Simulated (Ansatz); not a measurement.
System: bcc Rb. Method: PBEsol-D3(BJ) (Ansatz, a program for electronic structure, plane waves, PAW).

Numerical settings: plane-wave cutoff 520 eV, 14×14×14 k mesh, Fermi–Dirac smearing 0.05 eV, scalar-relativistic PAW data made under PBE.

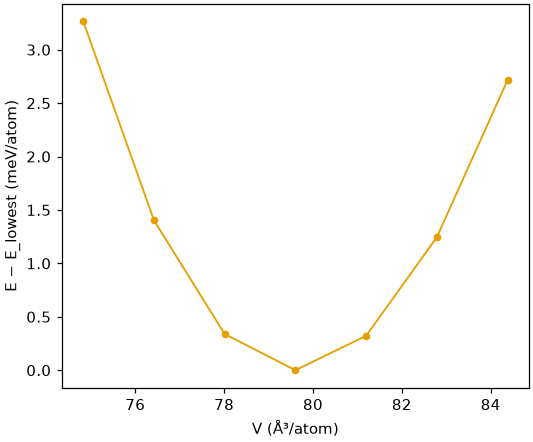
*Total energy against volume*

### Question
From the curve, estimate the equilibrium volume and the bulk modulus.

### Answer
V0 ≈ 79.6 Å³/atom and B0 ≈ 3.3 GPa; the fit gives V0 = 79.600 Å³/atom, B0 = 3.32 GPa, B′ = 3.7.

Measured, for comparison: bulk modulus 2.92 GPa (corrected for temperature and zero-point phonon effects, our sources range from 2.92 to 3.60; as tabulated in Levämäki et al. (2014), arXiv:1402.3671); equilibrium volume per atom 86.68 Å³/atom (low-temperature or extrapolated to 0 K; zero-point anharmonic expansion removed; as tabulated in Csonka et al. (2009), arXiv:0903.4037). Computed (rounded) less measured: bulk modulus not scored (sources differ), equilibrium volume per atom -8.2 %.

Static lattice: no zero-point or thermal effects.
